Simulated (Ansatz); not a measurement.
We consider corundum Cr2O3, described by LDA (Ansatz, an electronic-structure program, plane waves, PAW).

Numerical settings: plane-wave cutoff 520 eV, 8×8×8 k mesh, Fermi–Dirac smearing 0.01 eV, spin-polarised with opposed moments, scalar-relativistic PAW data made under PBE.

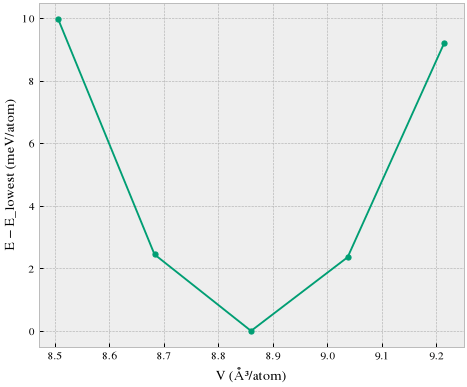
Total energy against volume

Q: From the curve, estimate the equilibrium volume and the bulk modulus.

A: V0 ≈ 8.9 Å³/atom and B0 ≈ 220 GPa; the fit gives V0 = 8.860 Å³/atom, B0 = 217 GPa, B′ = 2.1.

Shape and atoms are relaxed at each volume.

Measured, for comparison: bulk modulus 234 GPa (temperature not stated, not corrected to a static lattice, our sources range from 206 to 245; as tabulated in Toher et al. (2017), arXiv:1611.05714); equilibrium volume per atom 9.64 Å³/atom (temperature not stated, not corrected to a static lattice; as tabulated in Sawada, Mater. Res. Bull. 29, 239 (1994) (COD 9015000)). Computed (rounded) less measured: bulk modulus not scored (sources differ), equilibrium volume per atom -8.1 %.

Note: without U or exact exchange, gaps and moments of open d shells tend to come out too small; the bulk modulus comes from volumes at which shape and atoms were relaxed.

Computed values are for the static lattice.
